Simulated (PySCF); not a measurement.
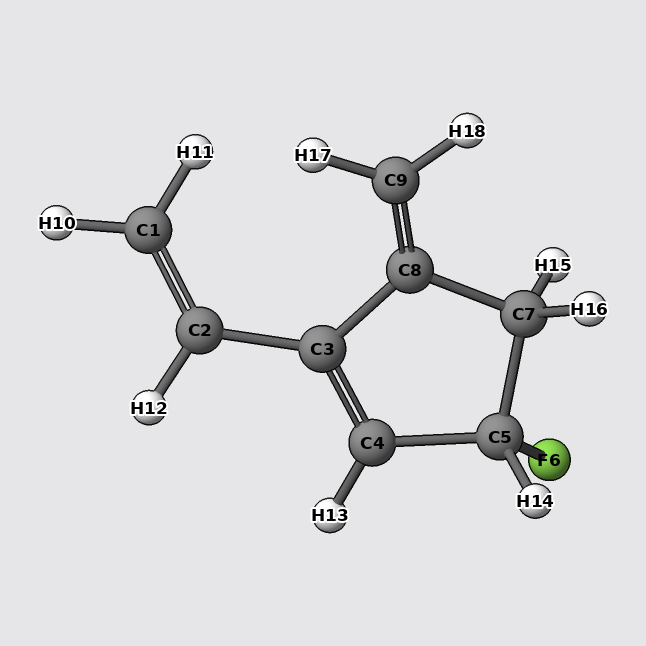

The questions are on isotropic NMR shieldings of the C atoms. The computed structure is the end point of a GFN2-xTB optimisation. No frequency run is at hand to confirm it as a minimum. Level of theory: GIAO PBE0/pcSseg-1 NMR shielding, non-relativistic, gas phase (PySCF 2.14.0).

List the isotropic NMR shieldings of the C atoms.

```tsv
atom	σ (ppm)
C1	57.5
C2	48.6
C3	34.1
C4	42.7
C5	88.9
C7	142.3
C8	32.0
C9	74.4
```
